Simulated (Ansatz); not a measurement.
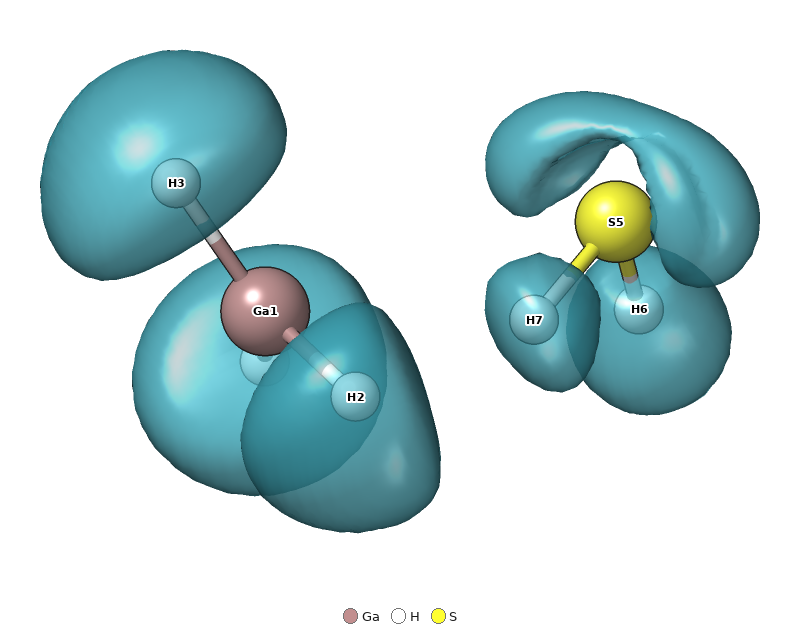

*GaH$_{3}$···H$_{2}$S. Isosurface of the ELF at 0.9 (cyan), seen from one side. Core shells and regions of very low density are left out.*

Not at a stationary point (largest force 0.7 eV/Å).

Method: RKS PBE0/def2-SVP in Ansatz 0.2.0.

Input

```
crystal:
  periodic: [false, false, false]
  atoms:
    - { symbol: Ga, position_ang: [0.0, 0.0, 0.0] }
    - { symbol: H, position_ang: [0.0, 0.0, 1.92] }
    - { symbol: H, position_ang: [1.3596, 0.0, -0.785] }
    - { symbol: H, position_ang: [-1.3596, 0.0, -0.785] }
    - { symbol: S, position_ang: [0.1074, -2.4365, 0.8104] }
    - { symbol: H, position_ang: [-0.6501, -3.2469, -0.0437] }
    - { symbol: H, position_ang: [0.0433, -0.9815, 1.9671] }
basis:
  gaussian: { orbitals: def2-SVP }
hamiltonian:
  xc: pbe0
relax:
  f_tol: 0.15
  max_steps: 25
  restrain:
    - { distance: [0, 4], at: 3.47, k: 30.0 }
    - { distance: [6, 1], at: 1.86, k: 30.0 }
    - { distance: [0, 1], at: 1.57, k: 30.0 }
    - { distance: [6, 4], at: 1.4, k: 30.0 }
output:
  orbitals: {}
```

Launched as:

```sh
ansatz run input.yaml --threads 1 --pin off --max-ram 2048MiB --backend cpu --events-out ev --progress --plain --runs-dir out
```

The fields are those of the run's last geometry, not of the input's.

Describe the localisation domains.

The surface consists of five regions around hydrogen nuclei and one region wrapped around S (its valence shell).

Values along the shortest contacts:
Ga1···H7 (2.70 Å): the ELF dips to about 0.10 between them. S–H (1.35 Å): the ELF climbs to about 1 towards the hydrogen, as it does in any bond to H.
